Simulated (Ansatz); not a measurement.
**GaSb: response to strain**

The parent structure is GaSb in the zinc blende structure (space group F-43m, No. 216; a = 6.1115 Å).

Strains are applied to the cell and any free atomic positions relax.

All numbers come from PBEsol (Ansatz, a quantum-chemistry and plane-wave program; PAW; 420 eV plane waves; no SOC).

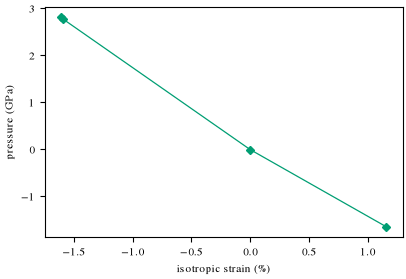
Pressure against isotropic strain

```json
[
 {"isotropic strain (%)": "-1.61", "pressure": "2.8 GPa"},
 {"isotropic strain (%)": "-1.59", "pressure": "2.8 GPa"},
 {"isotropic strain (%)": "1.16", "pressure": "-1.7 GPa"}
]
```

Whether these cells are dynamically stable was not tested. The final runs are not spin-polarised.
